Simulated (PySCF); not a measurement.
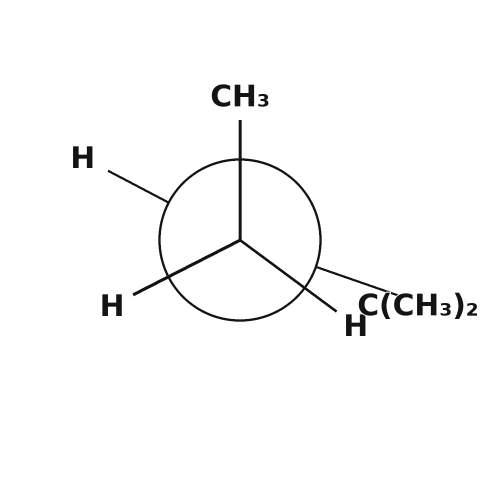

A Newman projection along the C–C bond, carbon in front; angles are drawn as computed, but eclipsed bonds slightly apart. Geometry: a frame of a GFN2-xTB molecular-dynamics simulation, not a minimum.

> Which molecule is it?

C6H12, CCC=C(C)C

> What is the torsion angle from the front CH3 to the back C(CH3)2? The sign is positive where the front bond must turn clockwise to cover the back bond.

121°, anticlinal.
